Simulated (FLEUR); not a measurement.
**Magnetic state of RbMnF3 from several starts**

Does RbMnF3 prefer parallel or opposed moments?

Main program and level: FLEUR MaX-R8.1; PBEsol; all-electron FLAPW, Dirac cores, scalar-relativistic bands.

## 1. Set-up

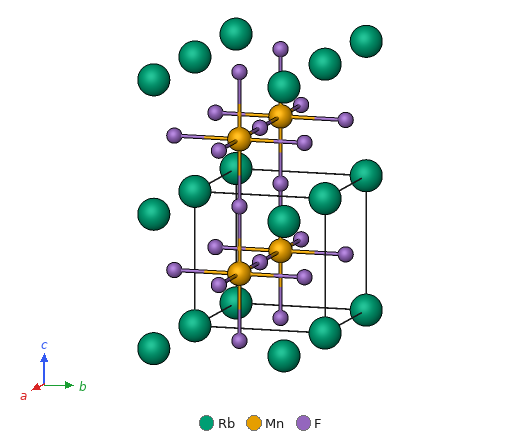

The starting structure, seen slightly off an axis (rubidium teal, manganese orange, fluorine purple). 2×1×2 cells are drawn. Some periodic images of atoms are drawn too.

Coordinates:

```xyz
5
Lattice="4.2325 0.0000 0.0000 0.0000 4.2325 0.0000 0.0000 0.0000 4.2325" Properties=species:S:1:pos:R:3 pbc="T T T"
Rb    0.0000    0.0000    0.0000
Mn    2.1162    2.1162    2.1162
F     2.1162    0.0000    2.1162
F     2.1162    2.1162    0.0000
F     0.0000    2.1162    2.1162
```

The cell comes from a database of computed structures and need not be the stable phase.

## 2. Order 1, typed as ferro +

The parallel start comes first: it shows whether parallel moments hold.

inpgen writes inp.xml from crystal.txt; cutoffs, mixing, functional, smearing and local orbitals are then set in the file. The k list default-1 (kpts.xml, not shown) is a Γ-centred 6×6×6 mesh; where the ranks do not divide the number of points, some are split in two of half the weight.

Contents of inp.xml:

```
<?xml version="1.0" encoding="UTF-8" standalone="no"?>
<fleurInput fleurInputVersion="0.39">
   <comment>
      RbMnF3
   </comment>
   <calculationSetup>
      <cutoffs Kmax="4.26" Gmax="12.8" GmaxXC="12.8" numbands="0"/>
      <scfLoop itmax="130" minDistance="0.00002" maxIterBroyd="15" imix="Anderson" alpha="0.05" precondParam="0.0" spinf="2.0" sdNocoIR="T"/>
      <coreElectrons ctail="T" frcor="F" kcrel="0" coretail_lmax="0"/>
      <xcFunctional name="PBEs" relativisticCorrections="F"/>
      <magnetism jspins="2"/>
      <soc l_soc="F" theta="0.0" phi="0.0" spav="F"/>
      <expertModes spex="0" secvar="F"/>
      <geometryOptimization l_f="F" forcealpha="1.0" forcemix="BFGS" epsdisp="0.00001" epsforce="0.00001"/>
      <ldaU l_linMix="F" mixParam="0.05" spinf="1.0"/>
   </calculationSetup>
   <cell>
      <bzIntegration valenceElectrons="45.0" mode="hist" fermiSmearingEnergy="0.00293995">
         <kPointListSelection listName="default-1"/>
         <xi:include xmlns:xi="http://www.w3.org/2001/XInclude" href="kpts.xml"> </xi:include>
      </bzIntegration>
      <xi:include xmlns:xi="http://www.w3.org/2001/XInclude" href="sym.xml"> </xi:include>
      <bulkLattice scale="1.0">
         <bravaisMatrix>
            <row-1>    7.9982131745996679     0.0000000000000000     0.0000000000000000</row-1>
            <row-2>    0.0000000000000000     7.9982131745996679     0.0000000000000000</row-2>
            <row-3>    0.0000000000000000     0.0000000000000000     7.9982131745996679</row-3>
         </bravaisMatrix>
      </bulkLattice>
   </cell>
   <atomSpecies>
      <species name="Rubidium (Rb)" element="Rb" atomicNumber="37">
         <mtSphere radius="2.8" gridPoints="925" logIncrement="0.014"/>
         <atomicCutoffs lmax="10" lnonsphr="8"/>
         <electronConfig flipSpins="F">
            <coreConfig>(1s1/2) (2s1/2) (2p1/2) (2p3/2) (3s1/2) (3p1/2) (3p3/2) (3d3/2) (3d5/2)</coreConfig>
            <valenceConfig>(4s1/2) (4p1/2) (4p3/2) (5s1/2)</valenceConfig>
            <stateOccupation state="(5s1/2)" spinUp="0.500000" spinDown="0.500000"/>
         </electronConfig>
         <energyParameters s="5" p="5" d="4" f="4"/>
         <lo type="SCLO" l="0" n="4" eDeriv="0"/>
         <lo type="SCLO" l="1" n="4" eDeriv="0"/>
      </species>
      <species name="Manganese 4.501" element="Mn" atomicNumber="25">
         <mtSphere radius="2.49" gridPoints="823" logIncrement="0.015"/>
         <atomicCutoffs lmax="10" lnonsphr="8"/>
         <electronConfig flipSpins="F">
            <coreConfig>(1s1/2) (2s1/2) (2p1/2) (2p3/2)</coreConfig>
            <valenceConfig>(3s1/2) (3p1/2) (3p3/2) (4s1/2) (3d3/2) (3d5/2)</valenceConfig>
            <stateOccupation state="(3d3/2)" spinUp="1.7505" spinDown="0.2495"/>
            <stateOccupation state="(3d5/2)" spinUp="3.0" spinDown="0.0"/>
         </electronConfig>
         <energyParameters s="4" p="4" d="3" f="4"/>
         <lo type="SCLO" l="0" n="3" eDeriv="0"/>
         <lo type="SCLO" l="1" n="3" eDeriv="0"/>
      </species>
      <species name="Fluorine (F)" element="F" atomicNumber="9">
         <mtSphere radius="1.41" gridPoints="467" logIncrement="0.023"/>
         <atomicCutoffs lmax="6" lnonsphr="4"/>
         <electronConfig flipSpins="F">
            <coreConfig>(1s1/2)</coreConfig>
            <valenceConfig>(2s1/2) (2p1/2) (2p3/2)</valenceConfig>
            <stateOccupation state="(2p1/2)" spinUp="0.833333" spinDown="0.833333"/>
            <stateOccupation state="(2p3/2)" spinUp="1.666667" spinDown="1.666667"/>
         </electronConfig>
         <energyParameters s="2" p="2" d="3" f="4"/>
      </species>
   </atomSpecies>
   <atomGroups>
      <atomGroup species="Rubidium (Rb)">
         <relPos label="                   1">.0000000000 .0000000000 .0000000000</relPos>
         <force calculate="T" relaxXYZ="TTT"/>
      </atomGroup>
      <atomGroup species="Manganese 4.501">
         <relPos label="                   2">1.000/2.000 1.000/2.000 1.000/2.000</relPos>
         <force calculate="T" relaxXYZ="TTT"/>
      </atomGroup>
      <atomGroup species="Fluorine (F)">
         <relPos label="                   3">1.000/2.000 .0000000000 1.000/2.000</relPos>
         <relPos label="                   4">1.000/2.000 1.000/2.000 .0000000000</relPos>
         <relPos label="                   5">.0000000000 1.000/2.000 1.000/2.000</relPos>
         <force calculate="T" relaxXYZ="TTT"/>
      </atomGroup>
   </atomGroups>
   <output dos="F" band="F" slice="F">
      <bandDOS minEnergy="-.5*Htr" maxEnergy="0.5*Htr" sigma="0.015" storeEVData="T"/>
      <plotting iplot="0" polar="F">
         <plot TwoD="T" vec1="  1.0  0.0  0.0" vec2="  0.0  1.0  0.0" vec3="  0.0  0.0  1.0" zero="  0.0  0.0  0.0" file="plot"/>
      </plotting>
      <moessbauerParams electricFieldGradient="F" isomerShift="F" coreHyperfine="F" valenceHyperfine="F"/>
   </output>
</fleurInput>
```

Contents of crystal.txt:

```
RbMnF3
&input film=F cartesian=F /
4.23247214000  0.00000000000  0.00000000000
0.00000000000  4.23247214000  0.00000000000
0.00000000000  0.00000000000  4.23247214000
1.8897261246
1.0 1.0 1.0

5
37 0.00000000000  0.00000000000  0.00000000000
25 0.50000000000  0.50000000000  0.50000000000 : 4.501
9 0.50000000000  0.00000000000  0.50000000000
9 0.50000000000  0.50000000000  0.00000000000
9 0.00000000000  0.50000000000  0.50000000000

&kpt div1=6 div2=6 div3=6 gamma=T /
```

On the command line:

```console
OMP_NUM_THREADS=1 inpgen -f crystal.txt > inpgen.log  # inp.xml is then edited as shown
OMP_NUM_THREADS=1 mpirun -n 4 fleur_MPI > fleur.log
```

The log of the run:

```text
Welcome to FLEUR        (www.flapw.de)
      MaX-Release 8.1          (www.max-centre.eu)

 ========== k-point set info ==========
 Selected k-point list: default-1
 k-point list type: mesh
 6 x 6 x 6
 Number of k points: 20

 ------------Calculation Setup---------------------------
 Number of MPI-tasks      :            4
 Number of PE/node        :            4
 Number of OMP-threads    :            1
 k-points in parallel     :            4
 pe's per k-point         :            1
 No of k-point loops      :            5
 Eigenvalue solver        :       lapack
 Number of basis functions:          721
 Approximate size of matrices (H+S) per k-point:         0.008 GB
 --------------------------------------------------------
 Iteration:     1   Distance:      12.28680098 me/bohr^3
 Iteration:     2   Distance:      10.71542346 me/bohr^3
 Iteration:     3   Distance:       5.75717471 me/bohr^3
 Iteration:     4   Distance:       4.66316672 me/bohr^3
 Iteration:     5   Distance:       2.08447053 me/bohr^3
 Iteration:     6   Distance:       0.52953231 me/bohr^3
 Iteration:     7   Distance:       0.65612761 me/bohr^3
 Iteration:     8   Distance:       0.10743399 me/bohr^3
 Iteration:     9   Distance:       0.08670778 me/bohr^3
 Iteration:    10   Distance:       0.01834672 me/bohr^3
 Iteration:    11   Distance:       0.01138157 me/bohr^3
 Iteration:    12   Distance:       0.00719852 me/bohr^3
 Iteration:    13   Distance:       0.00098618 me/bohr^3
 Iteration:    14   Distance:       0.00120889 me/bohr^3
 Iteration:    15   Distance:       0.00010555 me/bohr^3
 Iteration:    16   Distance:       0.00009980 me/bohr^3
 Iteration:    17   Distance:       0.00003535 me/bohr^3
 Iteration:    18   Distance:       0.00000995 me/bohr^3

 ********************************************************************
 Run finished successfully
 Stop message:
   all done
 ********************************************************************

--- out.xml (last complete iteration) ---
<iteration numberForCurrentRun="   18" overallNumber="   18">
         [... left out ...]
         <bandgap value="1.4646044245" units="eV"/>
         <sumValenceSingleParticleEnergies value="-19.4333060125" units="Htr"/>
         <FermiEnergy value="0.2373252972" units="Htr"/>
         <valenceDensity>
            <mtCharges spin="1">
               <mtCharge atomType="1" total="3.8306496" s="0.9912123" p="2.8048909" d="0.0268300" f="0.0056697"/>
               <mtCharge atomType="2" total="9.2129398" s="1.1303536" p="3.1589278" d="4.8556220" f="0.0444872"/>
               <mtCharge atomType="3" total="2.8655985" s="0.8132252" p="2.0501100" d="0.0019504" f="0.0002593"/>
            </mtCharges>
            <mtCharges spin="2">
               <mtCharge atomType="1" total="3.8296901" s="0.9914810" p="2.8046046" d="0.0262931" f="0.0054314"/>
               <mtCharge atomType="2" total="4.5670989" s="1.0981034" p="3.1316006" d="0.2708231" f="0.0430549"/>
               <mtCharge atomType="3" total="2.8009343" s="0.8067087" p="1.9938878" d="0.0002551" f="0.0000668"/>
            </mtCharges>
            <spinDependentCharge spin="1" total="25.0000000" interstitial="3.3596150" mtSpheres="21.6403850"/>
            <spinDependentCharge spin="2" total="20.0000000" interstitial="3.2004081" mtSpheres="16.7995919"/>
            <totalCharge value="45.0000000000"/>
         </valenceDensity>
         [... left out ...]
         <allElectronCharges>
            <spinDependentCharge spin="1" total="47.0000000" interstitial="3.3596300" mtSpheres="43.6403700"/>
            <spinDependentCharge spin="2" total="42.0000000" interstitial="3.2004231" mtSpheres="38.7995769"/>
            <totalCharge value="88.9999999882"/>
         </allElectronCharges>
         <magneticMomentsInMTSpheres units="muBohr">
            <globalMagMoment atomType="1" vec="0.00000   0.00000   0.00096"/>
            <localMagMoment atomType="1" vec="0.00000   0.00000   0.00096"/>
            <globalMagMoment atomType="2" vec="0.00000   0.00000   4.64584"/>
            <localMagMoment atomType="2" vec="0.00000   0.00000   4.64584"/>
            <globalMagMoment atomType="3" vec="0.00000   0.00000   0.06466"/>
            <localMagMoment atomType="3" vec="0.00000   0.00000   0.06466"/>
         </magneticMomentsInMTSpheres>
         <moessbauerParams unitsHFF="kG" unitsIS="e/bohr^3" unitsEFG="Htr/bohr^2">
         </moessbauerParams>
         <totalEnergy value="    -4436.1397511108" units="Htr">
            <sumOfEigenvalues value="    -2563.6562252566">
               <coreElectrons value="-2544.2229192441"/>
               <valenceElectrons value="-19.4333060125"/>
            </sumOfEigenvalues>
            <densityCoulombPotentialIntegral value="-6861.2762367721"/>
            <densityEffectivePotentialIntegral value="-7097.8466575601"/>
            <chargeDenXCDenIntegral value="-180.6050578146"/>
            <FockExchangeEnergyValence value="0.0000000000"/>
            <FockExchangeEnergyCore value="0.0000000000"/>
            <atomTypeDependentContributions atomType="1">
               <electronNucleiInteractionDifferentMTs value="3592.5070259048"/>
               <MadelungTerm value="-13.6041243801"/>
            </atomTypeDependentContributions>
            <atomTypeDependentContributions atomType="2">
               <electronNucleiInteractionDifferentMTs value="1380.0295339254"/>
               <MadelungTerm value="-8.8686466616"/>
            </atomTypeDependentContributions>
            <atomTypeDependentContributions atomType="3">
               <electronNucleiInteractionDifferentMTs value="348.9389389069"/>
               <MadelungTerm value="-15.1387374349"/>
            </atomTypeDependentContributions>
            <tkbTimesEntropy value="0.0000000000"/>
            <freeEnergy value="-4436.1397511108"/>
            <extrapolationTo0K value="-4436.1397511108"/>
         </totalEnergy>
         <densityConvergence units="me/bohr^3">
            <chargeDensity spin="1" distance="0.0000083469"/>
            <chargeDensity spin="2" distance="0.0000046923"/>
            <overallChargeDensity distance="0.0000099451"/>
            <spinDensity distance="0.0000091908"/>
         </densityConvergence>
      </iteration>
```

It took 12 min on 4 MPI ranks of Arm Neoverse N1, shared host; peak memory 0.31 GiB; 5.4 min of CPU time.

Spin moment in the muffin-tin sphere by atom:

```
atom  spin moment in the muffin-tin sphere (μB)
 Rb1                                       0.00
 Mn2                                       4.65
  F3                                       0.06
  F4                                       0.06
  F5                                       0.06
```

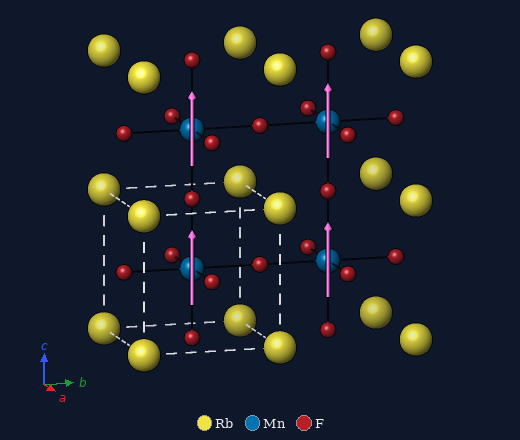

Spin moment in the muffin-tin sphere as arrows, the longest 4.65 μB. Up and down stand for the sign. Arrows give size and sign along the axis of quantisation, drawn up and down the page. 1×2×2 cells are drawn. Some periodic images of atoms are drawn too.

Read from the output:

- free energy: -120713.5122 eV
- program's band gap on this mesh (in a metal only a level spacing): 1.465 eV
- magnetization: 5 μB
- final state: ferromagnetic

After 18 cycles the largest moment stands at 4.65 μB.

(Continued in part 2 of 3.)

[Logs and program files are shortened in this print: banners, set-up blocks, solver, clock and traceback lines can be left out without a mark of their own.]

[Logs are printed without paths, hosts, clocks, repeated set-up lines and the standing remarks that a program may print on its own settings, such as how far it seeks lower states.]

[Hosts, paths, dates, database ids (printed as entryN), source tags and the programs' standing remarks are cut or masked in the printed files.]

[Where a cell is said to come from a database of computed structures, the database is the Materials Project.]
